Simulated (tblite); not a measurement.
**Geometry relaxation, with input and output: C$_{3}$H$_{6}$NSSi (part 1 of 4)**

- system: C$_{3}$H$_{6}$NSSi, multiplicity 2
- method: GFN2-xTB geometry optimisation, gas phase (tblite 0.8.0)

It belongs to a series of runs on one base structure; here: H removed from sp2 C.

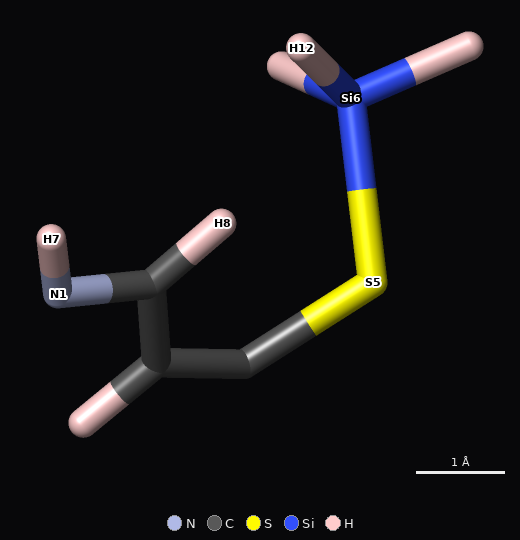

The structure as given in the input (stick view, seen at a tilt; atoms are numbered from 1 in the order of the input).

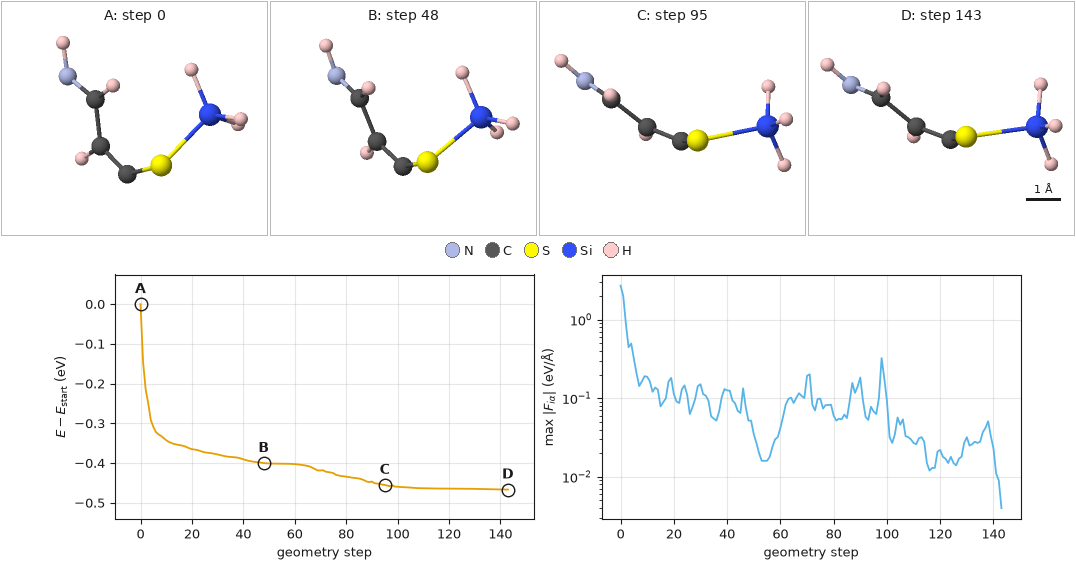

Frames of the relaxation (ball-and-stick view, seen at a tilt) above the curves, on which the letters mark them (steps are counted from 0).

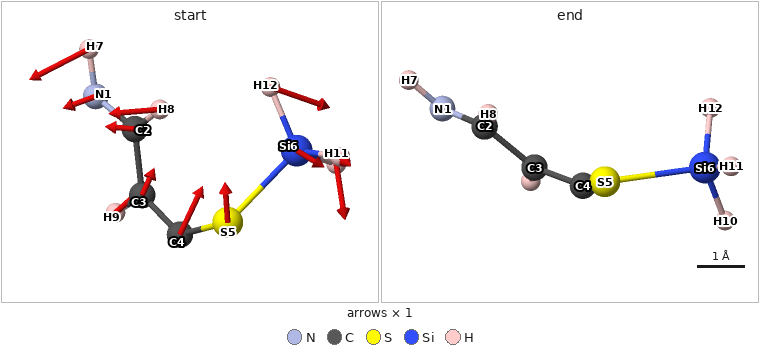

Before (left) and after (right) the relaxation, at one scale (ball-and-stick view, seen at a tilt). The red arrows give the displacements, at true length. Over 143 geometry steps the energy falls by 0.466 eV. Largest force component: 2.7 eV/Å at the start, 0.004 eV/Å at the end. The atom that moves furthest after the best rigid fit is H12 (1.48 Å). By element the largest moves are H 1.48 Å, C 1.15 Å, S 0.90 Å, N 0.77 Å, Si 0.70 Å. Distances before and after: C4–S5 1.744 → 1.678 Å, S5–Si6 2.128 → 2.184 Å, N1–H7 1.054 → 1.016 Å, Si6–H11 1.491 → 1.454 Å. Among the angles that change: C4–S5–Si6 115.7° → 96.3°, H10–Si6–H11 104.5° → 114.7°, C3–C4–S5 128.8° → 136.8°. (Atoms are counted from 1 in the order of the input.)

The input that produced these results follows, with the program's output.

**Input file**
```
{"job": {"kind": "relax", "xc": "GFN2-xTB", "basis": "xTB"}, "charge": 0, "multiplicity": 2}
N     -2.715800    -0.128100    -0.182800
C     -1.489400    -0.185800     0.220300
C     -0.867400    -1.522300     0.169600
C      0.364400    -1.758900     0.532800
S      1.543100    -0.650200     1.182400
Si     2.044600     0.998500    -0.066800
H     -3.191900     0.812000    -0.154700
H     -0.954600     0.688600     0.593200
H     -1.454900    -2.375500    -0.207700
H      2.508100     0.495200    -1.379700
H      3.248700     1.644100     0.530600
H      0.966200     1.981600    -0.204200
```

The first line tells a small driver script what to run in tblite; the rest is the geometry in Å.

Run as:
```bash
OMP_NUM_THREADS=1 python <driver script> task.json out
```

**Output**
```
step      E/eV     max force
  0    -469.35914    2.911
  1    -469.50504    2.143
  2    -469.57314    0.912
  3    -469.60874    0.486
  4    -469.65034    0.636
  5    -469.66806    0.456
  6    -469.68099    0.258
  7    -469.68678    0.201
  8    -469.69060    0.180
  9    -469.69618    0.223
 10    -469.70147    0.197
 11    -469.70565    0.175
 12    -469.70847    0.133
 13    -469.71071    0.161
 14    -469.71238    0.149
 15    -469.71356    0.100
 16    -469.71469    0.107
 17    -469.71635    0.112
 18    -469.71892    0.183
 19    -469.72187    0.205
 20    -469.72392    0.132
 21    -469.72496    0.094
 22    -469.72604    0.109
 23    -469.72790    0.150
 24    -469.73024    0.164
 25    -469.73203    0.121
 26    -469.73303    0.065
 27    -469.73375    0.080
 28    -469.73460    0.100
 29    -469.73584    0.148
 30    -469.73734    0.156
 31    -469.73893    0.115
 32    -469.74048    0.140
 33    -469.74189    0.125
 34    -469.74294    0.084
 35    -469.74351    0.060
 36    -469.74389    0.058
 37    -469.74454    0.077
 38    -469.74569    0.132
 39    -469.74746    0.178
 40    -469.74953    0.169
 41    -469.75150    0.128
 42    -469.75317    0.115
 43    -469.75447    0.095
 44    -469.75559    0.091
 45    -469.75650    0.087
 46    -469.75698    0.155
 47    -469.75814    0.093
 48    -469.75908    0.054
 49    -469.75964    0.054
 50    -469.75999    0.039
 51    -469.76019    0.028
 52    -469.76032    0.022
 53    -469.76043    0.018
 54    -469.76049    0.019
 55    -469.76053    0.019
 56    -469.76058    0.021
 57    -469.76066    0.027
 58    -469.76082    0.036
 59    -469.76110    0.047
 60    -469.76156    0.060
 61    -469.76220    0.078
 62    -469.76295    0.083
 63    -469.76385    0.099
 64    -469.76488    0.105
 65    -469.76624    0.107
 66    -469.76800    0.138
 67    -469.77111    0.153
 68    -469.77417    0.131
 69    -469.77758    0.108
 70    -469.77768    0.202
 71    -469.77704    0.269
 72    -469.78065    0.085
 73    -469.78149    0.090
 74    -469.78282    0.129
 75    -469.78415    0.122
 76    -469.78844    0.084
 77    -469.79016    0.127
 78    -469.79161    0.097
 79    -469.79216    0.120
 80    -469.79305    0.080
 81    -469.79401    0.068
 82    -469.79530    0.082
 83    -469.79615    0.069
 84    -469.79687    0.081
 85    -469.79783    0.081
 86    -469.79946    0.138
 87    -469.80221    0.205
 88    -469.80539    0.159
 89    -469.80687    0.147
 90    -469.80544    0.209
 91    -469.80952    0.102
 92    -469.81031    0.061
 93    -469.81132    0.078
 94    -469.81309    0.084
 95    -469.81403    0.095
 96    -469.81558    0.087
 97    -469.81713    0.147
 98    -469.81504    0.352
 99    -469.81826    0.192
100    -469.81852    0.096
101    -469.81911    0.042
102    -469.81940    0.040
103    -469.81975    0.044
104    -469.82020    0.082
105    -469.82072    0.056
106    -469.82133    0.075
107    -469.82190    0.047
108    -469.82211    0.042
109    -469.82225    0.036
110    -469.82243    0.030
111    -469.82258    0.026
112    -469.82269    0.036
113    -469.82283    0.037
114    -469.82294    0.029
115    -469.82302    0.019
116    -469.82306    0.014
117    -469.82309    0.018
118    -469.82312    0.018
119    -469.82318    0.024
120    -469.82324    0.022
121    -469.82330    0.019
122    -469.82335    0.019
123    -469.82340    0.017
124    -469.82346    0.019
125    -469.82350    0.017
126    -469.82353    0.015
127    -469.82356    0.019
128    -469.82362    0.020
129    -469.82372    0.029
130    -469.82388    0.036
131    -469.82406    0.033
132    -469.82422    0.032
133    -469.82435    0.033
134    -469.82448    0.033
135    -469.82467    0.030
136    -469.82491    0.040
137    -469.82515    0.044
138    -469.82535    0.054
139    -469.82549    0.040
140    -469.82556    0.025
141    -469.82560    0.011
142    -469.82562    0.011
143    -469.82562    0.005
```

**Trajectory as extended XYZ (Å, eV, eV/Å), 67 of the 144 frames kept, from step=0 to step=143**
```
12
Properties=species:S:1:pos:R:3:forces:R:3 step=0 energy=-469.35914
N    -2.7158   -0.1281   -0.1828    1.2200   0.9370   0.5750
C    -1.4894   -0.1858    0.2203   -2.7180  -0.5810  -0.8660
C    -0.8674   -1.5223    0.1696   -0.5610   0.0540  -0.3640
C     0.3644   -1.7589    0.5328    1.2960   1.1890   0.5030
S     1.5431   -0.6502    1.1824   -0.3930  -1.1580   0.3990
Si    2.0446    0.9985   -0.0668    0.9020   0.7770  -0.9870
H    -3.1919    0.8120   -0.1547    0.7470  -1.0990   0.0240
H    -0.9546    0.6886    0.5932    0.3550  -0.3270   0.0840
H    -1.4549   -2.3755   -0.2077    0.0490   0.7910   0.1850
H     2.5081    0.4952   -1.3797   -0.3390   0.0270   0.3290
H     3.2487    1.6441    0.5306   -0.6110  -0.4010   0.0550
H     0.9662    1.9816   -0.2042    0.0530  -0.2070   0.0630
12
Properties=species:S:1:pos:R:3:forces:R:3 step=2 energy=-469.57314
N    -2.7172   -0.1043   -0.1793    0.1840  -0.8840  -0.1270
C    -1.5257   -0.1998    0.2103   -0.1660  -0.0360   0.0060
C    -0.8676   -1.5201    0.1642    0.1400   0.3140  -0.0240
C     0.3824   -1.7224    0.5412   -0.2170   0.6330  -0.0290
S     1.5365   -0.6783    1.1939    0.3720  -0.0090   0.1830
Si    2.0677    1.0188   -0.0923    0.0680   0.1220  -0.1370
H    -3.1722    0.7843   -0.1538   -0.1520   0.6390   0.0830
H    -0.9463    0.6732    0.5938    0.0700  -0.6220  -0.0620
H    -1.4550   -2.3550   -0.2036   -0.0510   0.2870   0.0180
H     2.4986    0.4948   -1.3725   -0.1370  -0.1540  -0.1630
H     3.2321    1.6328    0.5334   -0.1390  -0.1520   0.2260
H     0.9679    1.9753   -0.2025    0.0280  -0.1390   0.0250
12
Properties=species:S:1:pos:R:3:forces:R:3 step=4 energy=-469.65034
N    -2.7319   -0.1294   -0.1904    0.0610   0.1900   0.0690
C    -1.5372   -0.2110    0.2102   -0.4720  -0.0680  -0.2370
C    -0.8650   -1.5000    0.1582    0.0930   0.1090   0.0100
C     0.3828   -1.6667    0.5452   -0.0950   0.0990  -0.0040
S     1.5598   -0.6885    1.2095    0.4980   0.3940  -0.0380
Si    2.0804    1.0323   -0.1106   -0.2040  -0.2990   0.1610
H    -3.1649    0.7950   -0.1487    0.1060  -0.1790   0.0240
H    -0.9381    0.6278    0.5907    0.0310  -0.0700   0.0620
H    -1.4573   -2.3269   -0.2006   -0.0190   0.0010  -0.0690
H     2.4855    0.4839   -1.3814   -0.0670  -0.1780  -0.2660
H     3.2176    1.6187    0.5509    0.1580   0.0170   0.2940
H     0.9695    1.9640   -0.2003   -0.0920  -0.0160  -0.0080
12
Properties=species:S:1:pos:R:3:forces:R:3 step=6 energy=-469.68099
N    -2.7449   -0.1349   -0.1961   -0.1530   0.2070  -0.0100
C    -1.5558   -0.2176    0.2027    0.0420   0.0510  -0.0470
C    -0.8623   -1.4863    0.1540    0.0760  -0.0770   0.0150
C     0.3842   -1.6299    0.5494    0.1420   0.0320   0.0820
S     1.5939   -0.6768    1.2147    0.1030   0.1540  -0.1490
Si    2.0800    1.0252   -0.1137    0.0330  -0.1740   0.0580
H    -3.1576    0.7942   -0.1448   -0.0600  -0.0640   0.0010
H    -0.9339    0.5995    0.5917   -0.1120   0.1510   0.0540
H    -1.4582   -2.3116   -0.2023    0.0870  -0.1150  -0.0730
H     2.4741    0.4698   -1.3977   -0.1040  -0.0660  -0.0430
H     3.2158    1.6109    0.5742    0.0000  -0.0540   0.1220
H     0.9658    1.9568   -0.1995   -0.0550  -0.0450  -0.0110
12
Properties=species:S:1:pos:R:3:forces:R:3 step=9 energy=-469.69618
N    -2.7542   -0.1262   -0.1983    0.1340  -0.0940  -0.0050
C    -1.5609   -0.2149    0.1947   -0.0080   0.0200   0.0280
C    -0.8528   -1.4857    0.1540    0.0500   0.0970   0.0000
C     0.3959   -1.6126    0.5580   -0.0930   0.0030  -0.0410
S     1.6171   -0.6598    1.2040   -0.0390  -0.1340   0.0870
Si    2.0841    1.0114   -0.1131    0.0470   0.1770  -0.1270
H    -3.1674    0.7977   -0.1422   -0.0850   0.0830   0.0210
H    -0.9480    0.6063    0.5975   -0.1150   0.0720  -0.0010
H    -1.4434   -2.3176   -0.2101    0.1910  -0.0010   0.0110
H     2.4566    0.4570   -1.4073   -0.0740  -0.0200   0.0180
H     3.2126    1.5991    0.5961   -0.0650  -0.0890   0.0140
H     0.9618    1.9446   -0.2003    0.0570  -0.1140  -0.0050
12
Properties=species:S:1:pos:R:3:forces:R:3 step=11 energy=-469.70565
N    -2.7574   -0.1212   -0.2018    0.0650  -0.0680  -0.0290
C    -1.5633   -0.2112    0.1909   -0.0760   0.0550   0.0510
C    -0.8431   -1.4783    0.1530   -0.0450   0.1640  -0.0430
C     0.4030   -1.5966    0.5637   -0.0780  -0.0540  -0.0510
S     1.6323   -0.6572    1.2011   -0.0100  -0.1020   0.1170
Si    2.0929    1.0127   -0.1229   -0.0420   0.0310  -0.0140
H    -3.1805    0.8027   -0.1384    0.0350  -0.0750   0.0200
H    -0.9690    0.6183    0.6027   -0.0240   0.0320   0.0070
H    -1.4153   -2.3221   -0.2159    0.1500   0.0570   0.0250
H     2.4353    0.4447   -1.4136    0.0010  -0.0290  -0.0670
H     3.2041    1.5818    0.6157    0.0490  -0.0100   0.0020
H     0.9621    1.9256   -0.2015   -0.0250  -0.0020  -0.0190
12
Properties=species:S:1:pos:R:3:forces:R:3 step=13 energy=-469.71071
N    -2.7582   -0.1222   -0.2064   -0.0700  -0.0060  -0.0370
C    -1.5672   -0.2057    0.1926   -0.0170   0.0450   0.0260
C    -0.8395   -1.4648    0.1499    0.0000   0.0550  -0.0240
C     0.4034   -1.5897    0.5644    0.0440  -0.0050   0.0080
S     1.6391   -0.6625    1.2060   -0.0070  -0.0160   0.0230
Si    2.0961    1.0141   -0.1289   -0.0370  -0.1370   0.0750
H    -3.1855    0.8003   -0.1352    0.0290  -0.1050   0.0010
H    -0.9817    0.6272    0.6063    0.0140   0.0530   0.0420
H    -1.3912   -2.3206   -0.2179    0.0290   0.0610  -0.0230
H     2.4236    0.4364   -1.4207    0.0190  -0.0080  -0.0380
H     3.2021    1.5714    0.6260    0.0620   0.0130  -0.0320
H     0.9602    1.9155   -0.2034   -0.0650   0.0510  -0.0200
12
Properties=species:S:1:pos:R:3:forces:R:3 step=15 energy=-469.71356
N    -2.7598   -0.1254   -0.2105   -0.0200  -0.0130   0.0000
C    -1.5704   -0.1997    0.1954    0.0330   0.0030  -0.0090
C    -0.8368   -1.4539    0.1472    0.0560  -0.0200   0.0080
C     0.4042   -1.5882    0.5641    0.0510   0.0400   0.0210
S     1.6412   -0.6672    1.2112    0.0170   0.0130   0.0160
Si    2.0947    1.0076   -0.1274   -0.0210  -0.0740   0.0410
H    -3.1876    0.7938   -0.1336   -0.0500  -0.0260  -0.0150
H    -0.9880    0.6360    0.6108   -0.0230   0.0270   0.0390
H    -1.3766   -2.3160   -0.2204   -0.0500   0.0620  -0.0600
H     2.4193    0.4323   -1.4259    0.0020   0.0160   0.0440
H     3.2049    1.5670    0.6277   -0.0040  -0.0170  -0.0790
H     0.9561    1.9131   -0.2057    0.0100  -0.0110  -0.0060
12
Properties=species:S:1:pos:R:3:forces:R:3 step=17 energy=-469.71635
N    -2.7612   -0.1298   -0.2138    0.1000  -0.0260   0.0410
C    -1.5716   -0.1937    0.1969    0.0260  -0.0200  -0.0170
C    -0.8302   -1.4448    0.1452    0.0320  -0.0090   0.0110
C     0.4090   -1.5842    0.5654   -0.0110   0.0220  -0.0020
S     1.6455   -0.6700    1.2182    0.0510   0.0080   0.0740
Si    2.0907    0.9951   -0.1222   -0.0050   0.0820  -0.0410
H    -3.1941    0.7852   -0.1335   -0.0920   0.0200  -0.0200
H    -0.9961    0.6464    0.6184   -0.0630  -0.0260   0.0120
H    -1.3675   -2.3058   -0.2282   -0.0590   0.0590  -0.0660
H     2.4157    0.4296   -1.4271   -0.0120   0.0090   0.0830
H     3.2078    1.5615    0.6220   -0.0450  -0.0380  -0.0910
H     0.9533    1.9098   -0.2084    0.0770  -0.0800   0.0150
12
Properties=species:S:1:pos:R:3:forces:R:3 step=20 energy=-469.72392
N    -2.7585   -0.1427   -0.2207    0.0690   0.0070   0.0190
C    -1.5711   -0.1776    0.2005   -0.0160   0.0020   0.0260
C    -0.8066   -1.4157    0.1388   -0.0380   0.0210  -0.0130
C     0.4258   -1.5641    0.5715   -0.0440  -0.0380   0.0060
S     1.6680   -0.6773    1.2508    0.0010   0.0350   0.0290
Si    2.0809    0.9683   -0.1141    0.0410   0.1130  -0.0540
H    -3.2257    0.7563   -0.1356   -0.0350  -0.0230  -0.0120
H    -1.0310    0.6734    0.6446   -0.0130  -0.0430   0.0070
H    -1.3444   -2.2642   -0.2632   -0.0060   0.0200  -0.0530
H     2.4002    0.4186   -1.4216   -0.0020  -0.0840  -0.0020
H     3.2105    1.5380    0.5954    0.0510   0.0340  -0.0070
H     0.9530    1.8864   -0.2136   -0.0070  -0.0450   0.0520
12
Properties=species:S:1:pos:R:3:forces:R:3 step=22 energy=-469.72604
N    -2.7553   -0.1448   -0.2214   -0.0680   0.0040  -0.0310
C    -1.5706   -0.1743    0.2033   -0.0030   0.0050   0.0260
C    -0.8031   -1.4087    0.1367    0.0040  -0.0130  -0.0080
C     0.4275   -1.5608    0.5738    0.0110  -0.0010   0.0300
S     1.6725   -0.6766    1.2593   -0.0660   0.0490  -0.0610
Si    2.0824    0.9697   -0.1162    0.0530  -0.0340   0.0090
H    -3.2353    0.7482   -0.1369    0.0020  -0.0350  -0.0030
H    -1.0393    0.6763    0.6514    0.0420   0.0160   0.0480
H    -1.3404   -2.2532   -0.2750    0.0060   0.0120  -0.0430
H     2.3963    0.4104   -1.4198    0.0030  -0.0860  -0.0230
H     3.2141    1.5350    0.5887    0.0870   0.0640   0.0110
H     0.9525    1.8781   -0.2110   -0.0700   0.0190   0.0440
```
